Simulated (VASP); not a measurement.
Band structure of SnO$_{2}$ (space group Pa-3). These are r2SCAN meta-GGA, VASP's PBE PAW potentials (set 64) (plane waves; VASP) values and carry that method's errors.

Unless said otherwise, spin-orbit coupling is left out, though it shifts the bands of the heavy elements here.

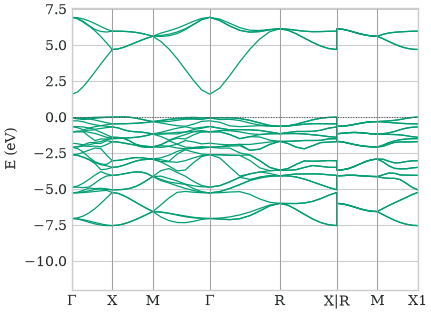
*Bands along high-symmetry lines, zero at the valence-band maximum or, without a gap, the Fermi level*

**Question.** Read the plot: is there a gap, and where are the band edges?

**Answer.** The gap is indirect, 1.58 eV, from the valence maximum at X-M at 0.29 to the conduction minimum at Γ.

The structure comes from a computed database's SnO2 entry (Pa-3); how it stands against other phases isn't given here. It was relaxed first.
